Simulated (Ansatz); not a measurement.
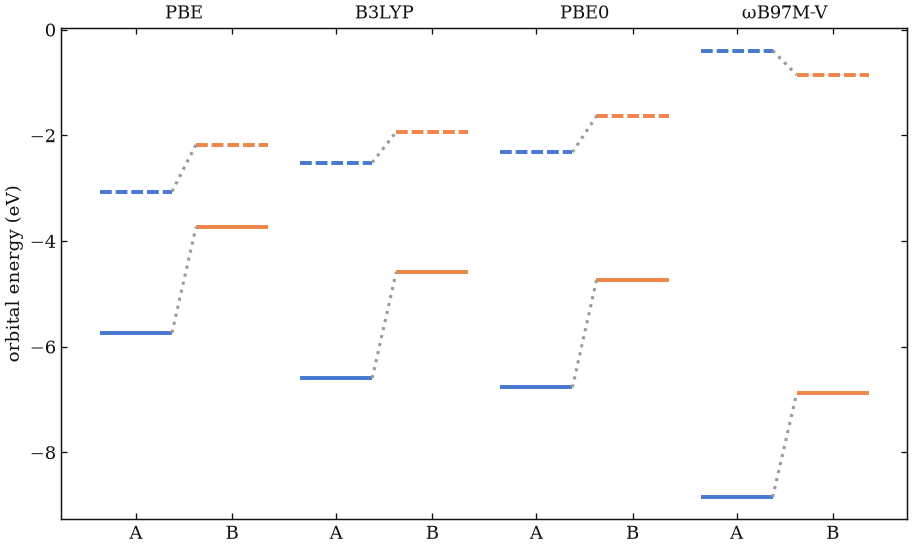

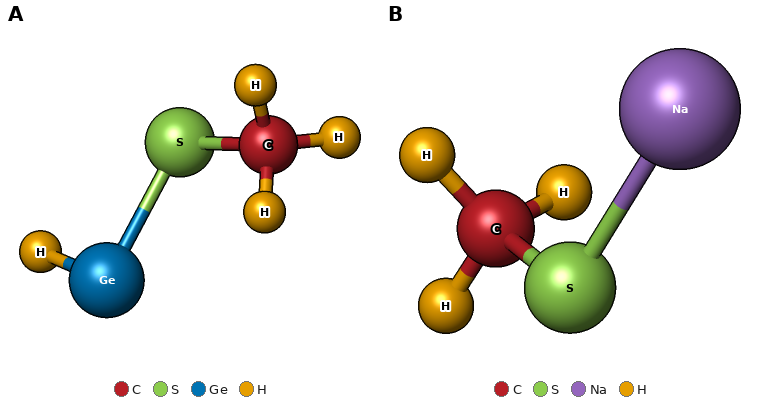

One change: A, CH₄GeS (SMILES C[S][GeH]), becomes B, CH₃NaS (SMILES C[S][Na]). GeH on S is replaced by Na. HOMO (solid) and LUMO (dashed) computed in def2-TZVPP at PBE0-D4/def2-TZVP geometries, both minima by their frequencies, gas phase, the Ansatz code 0.2.0.

Q: What does the change do to HOMO and LUMO?

A: PBE: the HOMO rises by 2.00 eV, the LUMO rises by 0.89 eV, and the separation goes from 2.67 to 1.56 eV. B3LYP: the HOMO rises by 2.01 eV, the LUMO rises by 0.58 eV, and the separation goes from 4.08 to 2.65 eV. PBE0: the HOMO rises by 2.03 eV, the LUMO rises by 0.68 eV, and the separation goes from 4.45 to 3.11 eV. ωB97M-V: the HOMO rises by 1.97 eV, the LUMO falls by 0.46 eV, and the separation goes from 8.45 to 6.02 eV.

Q: Do the functionals agree on the effect?

A: Not on every direction; the HOMO shift lies between 1.97 and 2.03 eV and the LUMO shift between −0.46 and 0.89 eV, while the separations themselves differ by up to 5.8 eV between functionals.
